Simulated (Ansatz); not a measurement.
The calculation's input:

```
crystal:
  lattice:
    - [3.4802267674, 0.0, 0.0]
    - [0.0, 3.4802267674, 0.0]
    - [0.0, 0.0, 10.9629721754]
  atoms:
    - { symbol: Rb, position: [0.5, 0.0, 0.7225731235] }
    - { symbol: Rb, position: [0.0, 0.5, 0.2774268765] }
    - { symbol: Os, position: [0.5, 0.0, 0.0257052281] }
    - { symbol: Os, position: [0.0, 0.5, 0.9742947719] }
basis:
  ecutwfc: 420
kpoints:
  mp_grid: { grid: [14, 14, 4] }
hamiltonian:
  xc: pbe
scf:
  occupations: { method: gaussian, width: 0.1 }
output:
  forces: true
  stress: true
  eigenvalues: true
  write_density: true
  write_potential: true
  elf: true
  volumetric_format: npy
relax:
  adjacent_minimum: "off"
  f_tol: 0.01
  max_steps: 80
  cell: { stress_tol: 0.05 }
```

Launched as:

```sh
ansatz run input.yaml --threads 1 --pin off --max-ram 2048MiB --backend cpu --events-out ev --progress --plain --runs-dir out
```

Below, planes, directions and counts refer to the conventional cell (a = 3.52 Å, b = 3.52 Å, c = 10.94 Å, α = 90.00°, β = 90.00°, γ = 90.00°).

The fields are those of the relaxed geometry.

Space group P4/nmm; a structure generated by program, which may or may not match a known phase; computed without spin polarisation.

All numbers below come from DFT PBE, scalar-relativistic, plane waves, PAW (Ansatz 0.2.0).

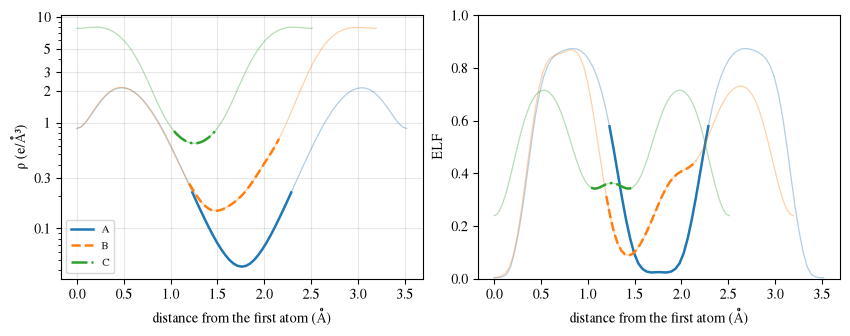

RbOs. Valence charge density (pseudo) and electron localisation function along straight lines between neighbouring atoms. Thin, pale parts lie inside the atomic spheres.

The density is the valence pseudo-density of a PAW calculation; it isn't the true density close to the nuclei.

Question: Which curve belongs to which contact (Os–Os, Rb–Os and Rb–Rb)? The first atom named is at distance zero.

Answer: Curve A: Rb–Rb (3.52 Å): ρ is about 0.04 e/Å³ halfway; the ELF is about 0 at the midpoint; no shared electron pair shows on this line. Curve B: Rb–Os (3.20 Å): ρ at the midpoint is about 0.16 e/Å³; the ELF is about 0.15 at the midpoint; no localised pair shows between them. Curve C: Os–Os (2.51 Å): ρ is about 0.64 e/Å³ halfway; the ELF is about 0.35 at the midpoint.
